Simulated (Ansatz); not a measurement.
The structure below was relaxed with Ansatz (a program for electronic structure) PBEsol, spin-orbit coupling left out.

```xyz
12
Lattice="3.1706 0.0000 0.0000 -1.5853 2.7458 0.0000 0.0000 0.0000 15.4689" Properties=species:S:1:pos:R:3 pbc="T T T"
Ga     1.5853     0.9153    10.3371
Ga     1.5853     0.9153     5.1438
Al     1.5853     0.9153     0.0122
Ga     0.0000     1.8305    12.9327
Ga     0.0000     1.8305     7.7403
Ga     0.0000     1.8305     2.5439
N      1.5853     0.9153    13.5856
N      1.5853     0.9153     8.3828
N      1.5853     0.9153     3.1896
N      0.0000     1.8305    10.9793
N      0.0000     1.8305     5.7860
N      0.0000     1.8305     0.5850
```

**Question.** Find the space group and the Wyckoff positions.

**Answer.** Space group P3m1 (No. 156); a = 3.171 Å, b = 3.171 Å, c = 15.469 Å, α = 90.00°, β = 90.00°, γ = 120.00°

```tsv
atom	site	symmetry	x	y	z
Ga	1c	3m.	0.6667	0.3333	0.6683
Ga	1c	3m.	0.6667	0.3333	0.3325
Al	1c	3m.	0.6667	0.3333	0.0008
Ga	1b	3m.	0.3333	0.6667	0.8360
Ga	1b	3m.	0.3333	0.6667	0.5004
Ga	1b	3m.	0.3333	0.6667	0.1645
N	1c	3m.	0.6667	0.3333	0.8782
N	1c	3m.	0.6667	0.3333	0.5419
N	1c	3m.	0.6667	0.3333	0.2062
N	1b	3m.	0.3333	0.6667	0.7098
N	1b	3m.	0.3333	0.6667	0.3740
N	1b	3m.	0.3333	0.6667	0.0378
```

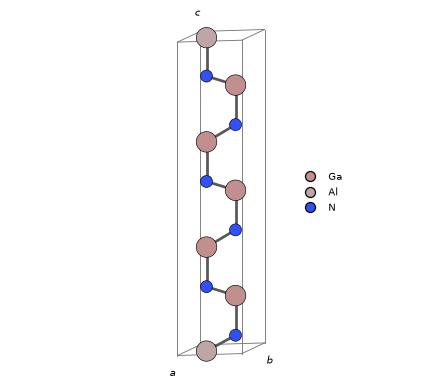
Figure. The conventional cell

Each cell is one ordered arrangement of few atoms, which overstates ordering effects compared with a random alloy. No phonon test of stability was made. The cell was made from AlN by this change: x(Ga) = 0.833, 12 atoms, P3m1.
